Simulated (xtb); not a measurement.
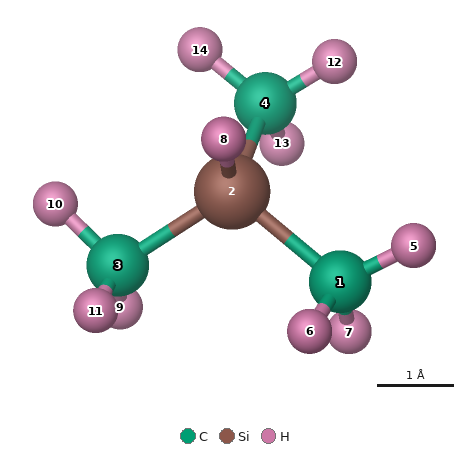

Fig. 1: The input geometry (ball-and-stick view, seen at a tilt; atoms are numbered from 1 in the order of the input). Bond lengths as drawn: C–H 0.97 to 1.19 Å, C–Si 1.86 to 1.88 Å and H–Si 1.34 Å.

**Geometry relaxation of C$_{3}$H$_{10}$Si (part 1 of 2)**

C$_{3}$H$_{10}$Si, SMILES C[SiH](C)C, computed with GFN-FF (xtb 6.7.1 later snapshot).

Input file (struc.xyz)
```
14

C     -0.98956     1.02515    -1.05019
Si    -0.39325    -0.01076     0.40637
C      1.19853     0.73452     1.03878
C     -0.09073    -1.73196    -0.23495
H     -1.95620     0.67469    -1.50957
H     -1.07383     2.01404    -0.55642
H     -0.19045     1.15918    -1.83221
H     -1.37572    -0.05935     1.31581
H      2.04193     0.75920     0.33921
H      1.57983    -0.02413     1.86549
H      1.08373     1.62422     1.42061
H     -0.99688    -2.18215    -0.66287
H      0.68406    -1.77729    -1.11072
H      0.35293    -2.40298     0.58622
```

File .CHRG
```
0
```

File .UHF
```
0
```

Hardware: 1 thread of Arm Neoverse V1, 24 GiB of memory available, shared host.

Launch command:
```bash
xtb struc.xyz -o sloppy --gff | tee struc.out
```

Output
```
* xtb version 6.7.1
   ID    Z sym.   atoms
    1    6 C      1, 3, 4
    2   14 Si     2
    3    1 H      5-14

           -------------------------------------------------
          |                Calculation Setup                |
           -------------------------------------------------

          program call               : xtb struc.xyz -o sloppy --gff
          coordinate file            : struc.xyz
          omp threads                :                     1

          charge from .CHRG file: 0

          ==================== Thresholds ====================
          CN  :   150.00000
          rep :   500.00000
          disp:  2500.00000
          HB1 :   250.00000
          HB2 :   450.00000

          Pauling EN used:
          Z : 1  EN :  2.20
          Z : 6  EN :  2.55
          Z :14  EN :  1.90
          electric field strengths (au): 0.000

           -------------------------------------------------
          |           Force Field Initialization            |
           -------------------------------------------------

          distances ...
          ----------------------------------------
          generating topology and atomic info file ...
          pair mat ...
          computing topology distances matrix with Floyd-Warshall algo ...
          making topology EEQ charges ...
          #fragments for EEQ constrain: 1
          ----------------------------------------
          generating topology and atomic info file ...
          pair mat ...
          computing topology distances matrix with Floyd-Warshall algo ...
          making topology EEQ charges ...
          #fragments for EEQ constrain: 1
          rings ...
          # BATM   108
          # H in HB   1

  atom   neighbors  erfCN metchar sp-hybrid imet pi  qest     coordinates
    1  C       4    3.47   0.00         3    0    0  -0.072   -1.869997    1.937253   -1.984571
    2  Si      4    3.48   0.02         3    0    0   0.062   -0.743135   -0.020333    0.767928
    3  C       4    3.47   0.00         3    0    0  -0.072    2.264893    1.388042    1.963010
    4  C       4    3.46   0.00         3    0    0  -0.072   -0.171455   -3.272930   -0.443991
    5  H       1    0.97   0.01         0    0    0   0.018   -3.696682    1.274979   -2.852674
    6  H       1    0.97   0.01         0    0    0   0.018   -2.029245    3.805984   -1.051481
    7  H       1    0.97   0.01         0    0    0   0.018   -0.359898    2.190533   -3.462375
    8  H       1    0.98   0.00         0    0    0  -0.010   -2.599734   -0.112155    2.486521
    9  H       1    0.97   0.00         0    0    0   0.018    3.858688    1.434680    0.641014
   10  H       1    0.94   0.02         0    0    0   0.018    2.985446   -0.045599    3.525265
   11  H       1    0.98   0.00         0    0    0   0.018    2.047953    3.069331    2.684564
   12  H       1    0.97   0.01         0    0    0   0.018   -1.883830   -4.123666   -1.252643
   13  H       1    0.95   0.02         0    0    0   0.018    1.292686   -3.358591   -2.098957
   14  H       1    0.96   0.01         0    0    0   0.018    0.666941   -4.540974    1.107795

          #atoms :   14
          #bonds :   13
          #angl  :   24
          #tors  :   27
          #nmol  :   1
          #optfrag :   1
           -------------------------------------------------
          |                   G F N - F F                   |
          |          A general generic force-field          |
          |                  Version 1.0.3                  |
           -------------------------------------------------
          Number of HB bonds (bound hydrogen)     0
          Number of HB bonds (unbound hydrogen)   0
          Number of XB bonds                      0

 E+G (total)                   0 d,  0 h,  0 min,  0.000 sec
 distance/D3 list               ...        0 min,  0.000 sec (  1.178%)
 non bonded repulsion           ...        0 min,  0.000 sec (  7.330%)
 dCN                            ...        0 min,  0.000 sec (  4.694%)
 EEQ energy and q               ...        0 min,  0.000 sec ( 24.204%)
 D3                             ...        0 min,  0.000 sec ( 11.003%)
 EEQ gradient                   ...        0 min,  0.000 sec (  2.898%)
 bonds                          ...        0 min,  0.000 sec (  7.222%)
 bend and torsion               ...        0 min,  0.000 sec ( 15.417%)
 bonded ATM                     ...        0 min,  0.000 sec (  6.122%)
 HB/XB (incl list setup)        ...        0 min,  0.000 sec ( 12.209%)

         :::::::::::::::::::::::::::::::::::::::::::::::::::::
         ::                     SUMMARY                     ::
         :::::::::::::::::::::::::::::::::::::::::::::::::::::
         :: total energy              -1.807129744702 Eh    ::
         :: gradient norm              0.197334783873 Eh/a0 ::
         ::.................................................::
         :: bond energy               -1.889927034515 Eh    ::
         :: angle energy               0.016008634357 Eh    ::
         :: torsion energy             0.000027085336 Eh    ::
         :: repulsion energy           0.078000795988 Eh    ::
         :: electrostat energy        -0.004470956891 Eh    ::
         :: dispersion energy         -0.006647931919 Eh    ::
         :: HB energy                  0.000000000000 Eh    ::
         :: XB energy                  0.000000000000 Eh    ::
         :: bonded atm energy         -0.000120337058 Eh    ::
         :: external energy            0.000000000000 Eh    ::
         :: add. restraining           0.000000000000 Eh    ::
         :: total charge               0.000000000000 e     ::
         :::::::::::::::::::::::::::::::::::::::::::::::::::::

      -----------------------------------------------------------
     |                   =====================                   |
     |                        A N C O P T                        |
     |                   =====================                   |
     |               Approximate Normal Coordinate               |
     |                Rational Function Optimizer                |
      -----------------------------------------------------------

          ...................................................
          :                      SETUP                      :
          :.................................................:
          :   optimization level            sloppy          :
          :   max. optcycles                   200          :
          :   ANC micro-cycles                  20          :
          :   degrees of freedom                36          :
          :.................................................:
          :   RF solver                   davidson          :
          :   write xtbopt.log                true          :
          :   linear?                        false          :
          :   energy convergence         0.1000000E-03 Eh   :
          :   grad. convergence          0.6000000E-02 Eh/α :
          :   maximum RF displ.          1.0000000          :
          :   Hlow (freq-cutoff)         0.1000000E-01      :
          :   Hmax (freq-cutoff)         5.0000000          :
          :   S6 in model hess.         20.0000000          :
          ...................................................

generating ANC from exact Hessian ...
Using GFN-FF Lindh-Hessian
 Shifting diagonal of input Hessian by    9.4594795989697833E-003
 Lowest  eigenvalues of input Hessian
    0.000000    0.000000    0.000000    0.000000    0.000000    0.000000
    0.010000    0.010308    0.011091    0.017176    0.017332    0.023975
    0.059354    0.062619    0.068577    0.077281    0.081436    0.085103
 Highest eigenvalues
    1.175343    1.202940    1.247120    1.271630    1.435804    1.689136

........................................................................
.............................. CYCLE    1 ..............................
........................................................................
     iter. time                 ...        0 min,  0.000 sec
 * total energy  :    -1.8071297 Eh     change        0.0000000E+00 Eh
   gradient norm :     0.1973348 Eh/α   predicted     0.0000000E+00 (   0.00%)
   displ. norm   :     0.2140878 α      lambda       -0.3544744E-01
   maximum displ.:     0.1186784 α      in ANC's #27, #23, #36, ...

........................................................................
.............................. CYCLE    2 ..............................
........................................................................
     iter. time                 ...        0 min,  0.000 sec
 * total energy  :    -1.8316208 Eh     change       -0.2449108E-01 Eh
   gradient norm :     0.0766028 Eh/α   predicted    -0.1853606E-01 ( -24.32%)
   displ. norm   :     0.1729394 α      lambda       -0.1010493E-01
   maximum displ.:     0.0893413 α      in ANC's #27, #9, #23, ...

........................................................................
.............................. CYCLE    3 ..............................
........................................................................
     iter. time                 ...        0 min,  0.000 sec
 * total energy  :    -1.8373743 Eh     change       -0.5753466E-02 Eh
   gradient norm :     0.0184335 Eh/α   predicted    -0.5203570E-02 (  -9.56%)
   displ. norm   :     0.0982623 α      lambda       -0.1013967E-02
   maximum displ.:     0.0450221 α      in ANC's #9, #10, #3, ...

........................................................................
.............................. CYCLE    4 ..............................
........................................................................
     iter. time                 ...        0 min,  0.000 sec
 * total energy  :    -1.8380800 Eh     change       -0.7057068E-03 Eh
   gradient norm :     0.0094896 Eh/α   predicted    -0.5118790E-03 ( -27.47%)
   displ. norm   :     0.0925404 α      lambda       -0.4071419E-03
   maximum displ.:     0.0423092 α      in ANC's #9, #10, #11, ...

........................................................................
.............................. CYCLE    5 ..............................
........................................................................
     iter. time                 ...        0 min,  0.000 sec
 * total energy  :    -1.8383233 Eh     change       -0.2432937E-03 Eh
   gradient norm :     0.0060473 Eh/α   predicted    -0.2053145E-03 ( -15.61%)
   displ. norm   :     0.0400203 α      lambda       -0.7592153E-04
   maximum displ.:     0.0183448 α      in ANC's #10, #4, #9, ...

........................................................................
.............................. CYCLE    6 ..............................
........................................................................
     iter. time                 ...        0 min,  0.000 sec
 * total energy  :    -1.8383790 Eh     change       -0.5572331E-04 Eh
   gradient norm :     0.0040960 Eh/α   predicted    -0.3802247E-04 ( -31.77%)
   displ. norm   :     0.0386429 α      lambda       -0.5391803E-04
   maximum displ.:     0.0192750 α      in ANC's #4, #10, #11, ...

   *** GEOMETRY OPTIMIZATION CONVERGED AFTER 6 ITERATIONS ***

------------------------------------------------------------------------
 total energy gain   :        -0.0312493 Eh      -19.6092 kcal/mol
 total RMSD          :         0.1386534 a0        0.0734 Å
 total power (kW/mol):       -13.6741578 (step)********** (real)
------------------------------------------------------------------------
```
